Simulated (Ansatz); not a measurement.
# Fields on a plane of Mg2Ge (anti-fluorite)

```
Mg2Ge
1.0
    0.00000     3.21062     3.21062
    3.21062     0.00000     3.21062
    3.21062     3.21062     0.00000
Ge Mg
1 2
Direct
  0.00000   0.00000   0.00000
  0.25000   0.25000   0.25000
  0.75000   0.75000   0.75000
```

The slice is a {111} plane (indices of the conventional cell) through the point (0.000, 0.000, 0.000) (fractional), spanned by u = [100] and v = [-1 2 0] in vectors of this cell: u (4.54 Å) and v (7.86 Å, at 90° to u). It covers one period; positions are fractions (u, v).

Atoms on it: Ge at (0.00, 0.00); Ge at (0.50, 0.50). Other atoms lie within 1 Å of the plane.

Method: PBE (plane waves to 420 eV, PAW, scalar-relativistic; Ansatz, an electronic-structure program). k mesh 9×9×9. Inside the PAW spheres the values are not all-electron values, and peaks at nuclei hang on which shells count as valence. Mg2Ge was relaxed with its symmetry unable to fall.

```
|xxxx--**%%@@%%++==++%%@@%%**--xx|
|::--++##@@@@**::..::**@@@@##++--|
|++**##@@@@%%--      --%%@@@@##**|
|%%%%@@@@@@++          ++@@@@@@%%|
|@@@@@@%%##--          --##%%@@@@|
|######**++--..      ..--++**####|
|..::--======--::..::--======--::|
|    ..--++**##########**++--..  |
|      --##%%@@@@@@@@@@%%##--    |
|      ++@@@@@@%%%%%%@@@@@@++    |
|    --%%@@@@##**++**##@@@@%%--  |
|..::**@@@@##++--::--++##@@@@**::|
|==++%%@@%%**--xxxxxx--**%%@@%%++|
|==**%%@@%%++::xxxxxx::++%%@@%%**|
|==++%%@@%%**--xxxxxx--**%%@@%%++|
|..::**@@@@##++--::--++##@@@@**::|
|    --%%@@@@##**++**##@@@@%%--  |
|      ++@@@@@@%%%%%%@@@@@@++    |
|      --##%%@@@@@@@@@@%%##--    |
|    ..--++**##########**++--..  |
|..::--======--::..::--======--::|
|######**++--..      ..--++**####|
|@@@@@@%%##--          --##%%@@@@|
|%%%%@@@@@@++          ++@@@@@@%%|
|++**##@@@@%%--      --%%@@@@##**|
|::--++##@@@@**::..::**@@@@##++--|
|xxxx--**%%@@%%++==++%%@@%%**--xx|
|xxxx::++%%@@%%**==**%%@@%%++::xx|
```
Scale: ten equal steps from 0.03 (start of ' ') to 0.70 (end of '@'), in the order ' .:-=+*#%@'. Values: electron localisation function (ELF). The map has 16 points along u (two characters each, u = 0 at the left) and 28 along v (v = 0 in the bottom row). Points within 0.5 Å of a nucleus are blanked (x), as the pseudised field means little there.

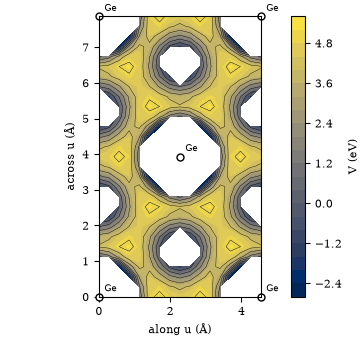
Electrostatic potential energy of an electron, from the cell's mean, in eV, one period of the plane, atoms marked. Points within 1 Å of a nucleus are left white, as the pseudised field means little there. The zero, the cell's mean, hangs on the PAW cores.
